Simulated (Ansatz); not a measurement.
Input file:

```
crystal:
  periodic: [false, false, false]
  atoms:
    - {symbol: C, position_ang: [-0.348458, -1.637681, -0.061884]}
    - {symbol: B, position_ang: [-0.039614, -0.106788, 0.007119]}
    - {symbol: C, position_ang: [1.410387, 0.465918, -0.144504]}
    - {symbol: N, position_ang: [-1.130626, 0.794483, 0.216782]}
    - {symbol: C, position_ang: [-1.657447, 1.859164, 0.343374]}
    - {symbol: O, position_ang: [-2.239606, 2.859719, 0.475932]}
    - {symbol: H, position_ang: [-0.547766, -1.884846, -1.114365]}
    - {symbol: H, position_ang: [-1.237442, -1.929684, 0.499856]}
    - {symbol: H, position_ang: [0.498657, -2.257357, 0.240029]}
    - {symbol: H, position_ang: [1.886699, 0.421919, 0.844896]}
    - {symbol: H, position_ang: [2.032163, -0.146546, -0.802302]}
    - {symbol: H, position_ang: [1.450055, 1.506498, -0.470932]}
basis:
  gaussian: {orbitals: def2-TZVPP}
hamiltonian: {xc: pbe0, dispersion: d4}
output: {orbitals: {seedname: orbitals}}
```

Launched as:

```sh
ansatz run in.yaml --threads 4 --pin off --events-out ev --progress --plain --max-ram 10444MiB
```

Geometry: PBE0-D4/def2-TZVP.

Method: Ansatz 0.2.0, RKS PBE0-D4/def2-TZVPP.

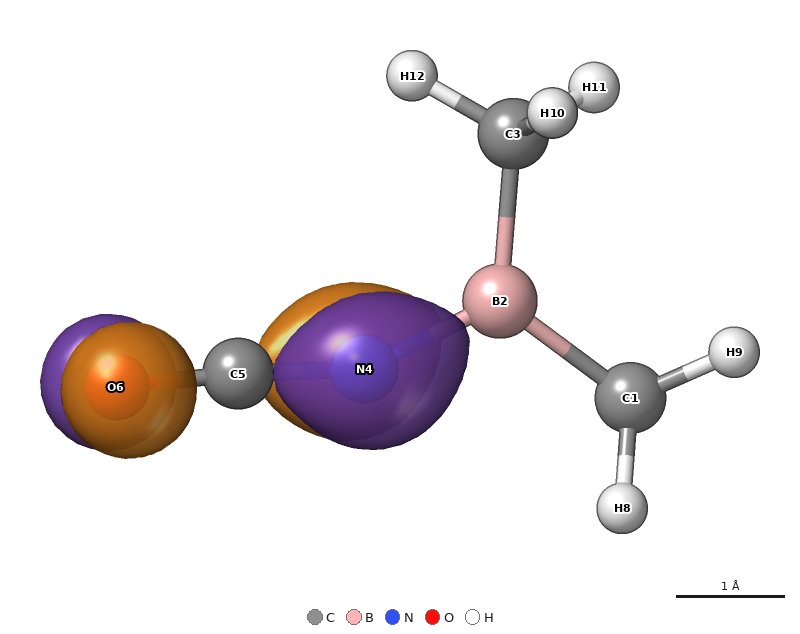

C3H6BNO (SMILES CB(C)N=C=O). The HOMO−1 at ±0.2 Å⁻³ᐟ² (orange and purple are the two phases), seen at a tilt.

### Describe this orbital and give its energy.

Its weight (Hirshfeld) is mainly on N4 (about 45 %), O6 (about 30 %), C5 (about 10 %) and B2 (about 5 %); largely a combination of lone pairs on N4 and O6. Its energy is −9.10 eV.
